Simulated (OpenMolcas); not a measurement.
# A workflow on WCl4O (SMILES [O]=[W]([Cl])([Cl])([Cl])[Cl])

Aim: a single-point energy (HF/ANO-R0), then a single-point energy (CASSCF(4,4)/ANO-R1), then the energy (CASPT2(4,4)/ANO-R1) of WCl4O. 

The calculation is run with OpenMolcas 26.06.

## Step 1: Starting point

WCl4O: 6 atoms, total charge 0, spin state singlet. As SMILES, `[O]=[W]([Cl])([Cl])([Cl])[Cl]`. Geometry: a GFN2-xTB relaxation, a rough one for these elements and not checked as a minimum.

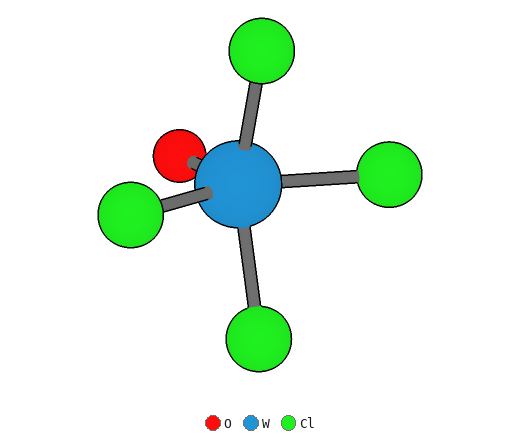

The structure, seen from a chosen angle (oxygen red, tungsten blue, chlorine green).

## Step 2: A single-point energy at HF/ANO-R0 (sfX2C) (run 1)

Contents of mol.xyz:

```xyz
6

O     -1.764050    -0.182480    -0.358020
W     -0.134680    -0.013920    -0.027240
Cl     0.372700    -1.630150     1.476930
Cl     0.942740    -1.319380    -1.533780
Cl     0.584830     1.728900    -1.282630
Cl    -0.001540     1.417040     1.724740
```

Contents of step1.input:

```
&GATEWAY
COORD=mol.xyz
BASIS=ANO-R0
GROUP=NoSym
&SEWARD
&SCF
PRORBITALS=0
```

The run is started by

```
export MOLCAS_MEM=1860
pymolcas step1.input > step1.log
```

The log of the run (excerpt; [...] marks lines left out):

```text
--- Start Module: gateway ---
[...]
--- Stop Module: gateway /rc=_RC_ALL_IS_WELL_ ---
--- Start Module: seward ---
[...]
      Basis functions           81
--- Stop Module: seward /rc=_RC_ALL_IS_WELL_ ---
[...]
--- Start Module: scf ---
[...]
       Convergence after  14 Iterations
[...]
::    Total SCF energy                             -18056.7882029009
[...]
      Total spin, S                                     0.0000000000
[...]
      Total electronic charge=  150.000000
      Total            charge=   -0.000000
[...]
      Dipole Moment (debye):
      Origin of the operator (angstrom)=    0.0395    0.0041    0.0080
                   X= -1.6180E+00               Y= -1.6654E-01               Z= -3.2800E-01           Total=  1.6593E+00
      Quadrupole Moment (debye*angstrom):
[...]
--- Stop Module: scf /rc=_RC_ALL_IS_WELL_ ---
[...]
```

Run time: 26 s. Hardware: 1 thread of Arm Neoverse V1, shared host; peak memory 0.5 GiB.

## Step 3: A single-point energy at CASSCF(4,4)/ANO-R1 (sfX2C, RICD fitting) (run 2)

mol.xyz is that of step 2.

Contents of step2.inp:

```
* Cl4OW CASSCF

&GATEWAY
  Coord
  mol.xyz
  Basis
  ANO-R0
  Group
  NoSym

&SEWARD

&RASSCF
  FileOrb
  $CurrDir/step1.ScfOrb
  Spin
  1
  Nactel
  4 0 0
  Inactive
  73
  Ras2
  4
  OrbListing
  Nothing
>>> COPY $Project.RunFile RUNFIL1
>>> COPY $Project.RasOrb INPORB

&GATEWAY
  Coord
  mol.xyz
  Basis
  ANO-R1
  Group
  NoSym
  RICD

&SEWARD
>>> COPY $Project.RunFile RUNFIL2

&EXPBAS

&RASSCF
  FileOrb
  $Project.ExpOrb
  Spin
  1
  Nactel
  4 0 0
  Inactive
  73
  Ras2
  4
  OrbListing
  Nothing
```

The run is started by

```
export MOLCAS_MEM=1860
pymolcas step2.inp > step2.log
```

The log of the run (excerpt; [...] marks lines left out):

```text
--- Start Module: gateway ---
[...]
--- Stop Module: gateway /rc=_RC_ALL_IS_WELL_ ---
[...]
      Basis functions           81
[...]
      Number of active orbitals                  4
[...]
      Spin quantum number                      0.0
[...]
      Active orbitals                            4
[...]
      Number of CSFs                            20
[...]
      Number of root(s) required                 1
[...]
      Convergence after 30 iterations
[...]
      printout of CI-coefficients larger than  0.05 for root  1
      energy=  -18056.841183
      conf/sym  1111     Coeff  Weight
             1  2200  -0.95648 0.91486
             6  2020   0.11802 0.01393
            14  0202   0.26305 0.06920
      Natural orbitals and occupation numbers for root  1
      sym 1:   1.858558   1.969154   0.030870   0.141418
      ************************************************************************************************************************
      *                                                    Final results                                                     *
[...]
::    RASSCF root number  1 Total energy: -18056.84118274
[...]
      Basis functions          142
[...]
--- Start Module: expbas ---
[...]
--- Stop Module: expbas /rc=_RC_ALL_IS_WELL_ ---
--- Start Module: rasscf ---
[...]
      Convergence after 99 iterations
[...]
      Natural orbitals and occupation numbers for root  1
      sym 1:   1.937091   1.937244   0.062754   0.062910
      ************************************************************************************************************************
      *                                                    Final results                                                     *
[...]
::    RASSCF root number  1 Total energy: -18057.40191534
[...]
      Total electronic charge=  150.000000
      Total            charge=   -0.000000
[...]
      Dipole Moment (debye):
      Origin of the operator (angstrom)=    0.0395    0.0041    0.0080
                   X= -2.1534E-01               Y= -2.1091E-02               Z= -4.3783E-02           Total=  2.2076E-01
      Quadrupole Moment (debye*angstrom):
[...]
--- Stop Module: rasscf /rc=_RC_ALL_IS_WELL_ ---
[...]
```

Run time: 3.7 min. Hardware: 1 thread of Arm Neoverse V1, shared host; peak memory 0.53 GiB.

## Step 4: The energy at CASPT2(4,4)/ANO-R1 (sfX2C, RICD fitting, ipea shift 0.25 Eh, pt2 variant SS) (run 3)

mol.xyz is that of step 3.

Contents of step3.input:

```
* Cl4OW CASPT2

&GATEWAY
  Coord
  mol.xyz
  Basis
  ANO-R1
  Group
  NoSym
  RICD

&SEWARD

&RASSCF
  FileOrb
  $CurrDir/step2.RasOrb
  Spin
  1
  Nactel
  4 0 0
  Inactive
  73
  Ras2
  4
  OrbListing
  Nothing

&CASPT2
  Imaginary
  0.2
```

The run is started by

```
export MOLCAS_MEM=1860
pymolcas step3.input > step3.log
```

The log of the run (excerpt; [...] marks lines left out):

```text
--- Start Module: gateway ---
[...]
--- Stop Module: gateway /rc=_RC_ALL_IS_WELL_ ---
[...]
      Basis functions          142
[...]
--- Start Module: rasscf ---
[...]
      Number of active orbitals                  4
[...]
      Spin quantum number                      0.0
[...]
      Active orbitals                            4
[...]
      Number of CSFs                            20
[...]
      Number of root(s) required                 1
[...]
      Convergence after  4 iterations
[...]
      printout of CI-coefficients larger than  0.05 for root  1
      energy=  -18057.401915
      conf/sym  1111     Coeff  Weight
             1  2200  -0.96888 0.93873
             6  2020   0.12832 0.01647
            10  udud  -0.11245 0.01264
            14  0202   0.12861 0.01654
            15  uudd  -0.11414 0.01303
      Natural orbitals and occupation numbers for root  1
      sym 1:   1.937093   1.937245   0.062754   0.062909
      ************************************************************************************************************************
      *                                                    Final results                                                     *
[...]
::    RASSCF root number  1 Total energy: -18057.40191534
[...]
      Total electronic charge=  150.000000
      Total            charge=   -0.000000
[...]
      Dipole Moment (debye):
      Origin of the operator (angstrom)=    0.0395    0.0041    0.0080
                   X= -2.1527E-01               Y= -2.1094E-02               Z= -4.3773E-02           Total=  2.2068E-01
      Quadrupole Moment (debye*angstrom):
[...]
--- Stop Module: rasscf /rc=_RC_ALL_IS_WELL_ ---
[...]
--- Start Module: caspt2 ---
[...]
      E2 (Variational):          -0.9358282156
      Total energy:          -18058.3377435591
[...]
      Reference weight:           0.72375
[...]
::    CASPT2 Root  1     Total energy: -18058.33774356
[...]
--- Stop Module: caspt2 /rc=_RC_ALL_IS_WELL_ ---
[...]
```

Wall time 53 s (1 thread of Arm Neoverse V1, shared host); peak memory 0.53 GiB.

## Step 5: Results

```
                                                 quantity            value
                           run 1, HF/ANO-R0: total energy  -18056.78820 Eh
                          run 1, HF/ANO-R0: dipole moment           1.66 D
                            run 1, HF/ANO-R0: HOMO energy        -10.57 eV
                            run 1, HF/ANO-R0: LUMO energy         -2.03 eV
                          run 1, HF/ANO-R0: HOMO–LUMO gap          8.54 eV
                  run 2, CASSCF(4,4)/ANO-R1: total energy  -18057.40192 Eh
run 2, CASSCF(4,4)/ANO-R1: dipole moment (CASSCF density)           0.22 D
                  run 3, CASPT2(4,4)/ANO-R1: total energy  -18058.33774 Eh
run 3, CASPT2(4,4)/ANO-R1: dipole moment (CASSCF density)           0.22 D
```

In words: Mulliken charges (run 1, HF/ANO-R0) run from -0.28 on Cl4 to +1.29 on W2. Mulliken charges (run 2, CASSCF(4,4)/ANO-R1) run from -0.22 on O1 to +1.00 on W2; they depend strongly on the basis.
